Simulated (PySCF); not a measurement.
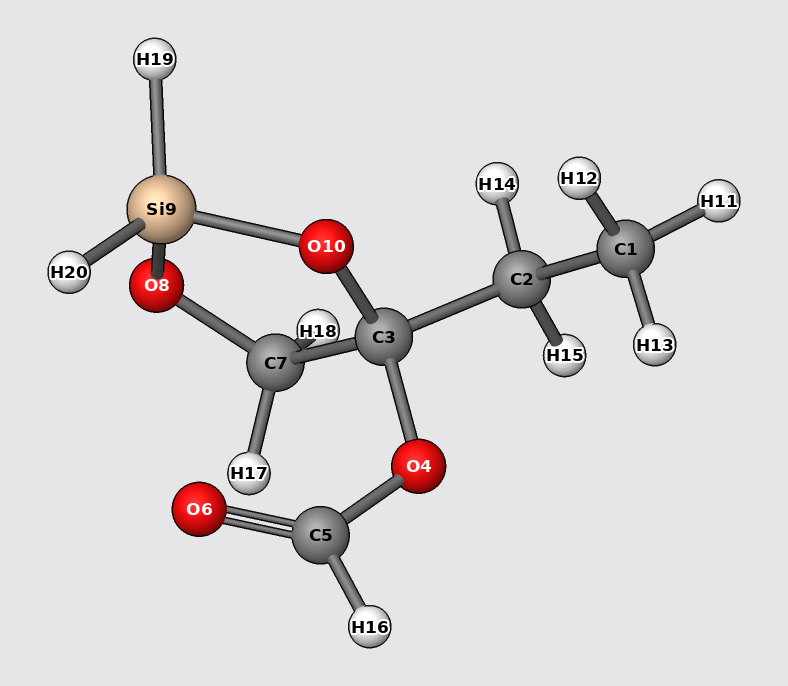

The questions are on isotropic NMR shieldings of the C atoms. The geometry was computed by an optimisation with GFN2-xTB. No frequency run is at hand to confirm it as a minimum. Level of theory: GIAO PBE0/pcSseg-1 NMR shielding, non-relativistic, gas phase (PySCF 2.14.0).

List the isotropic NMR shieldings of the C atoms.

```csv
atom,σ (ppm)
C1,177.8
C2,147.2
C3,78.2
C5,21.3
C7,108.7
```

The geometry is semi-empirical. Around Si such bond lengths and angles can be off by a tenth of an ångström or more and by several degrees, and values that hang on the shape move with them.
